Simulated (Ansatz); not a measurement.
**Hypothetical CdI2 type CeO2, pressure series**

The parent structure is CeO$_{2}$ in the CdI2 type structure (space group P-3m1, No. 164; a = 3.595 Å, c = 4.407 Å; a hypothetical phase, not in the database extracts checked).

Cell and atoms are relaxed at each pressure.

Calculations: r2SCAN+rVV10 in Ansatz (plane waves to 500 eV, PAW, no spin-orbit coupling), earlier PAW set.

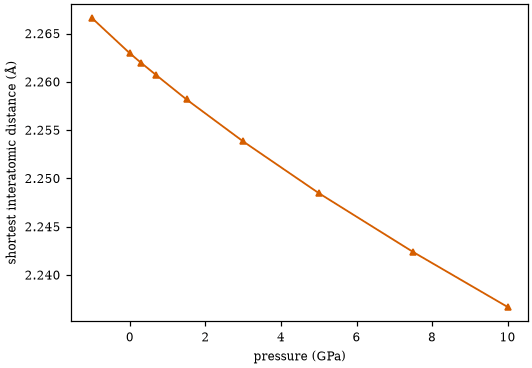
Figure: Shortest interatomic distance against pressure

Problem. From the plot, what is the shortest interatomic distance for pressure 7.5 GPa?

Solution. About 2.242 Å.

Problem. Is the trend monotonic over the range shown?

Solution. Yes, it falls throughout, spanning 2.237 Å to 2.267 Å.

Load acts through the strain it causes; cell and atoms are relaxed under it. No phonon test of stability was made. No other phases were tried under pressure. Starting moments died away, wholly or in part, for the base; another magnetic solution may exist. The final runs are not spin-polarised.

Ansatz is a quantum-chemistry and plane-wave program.
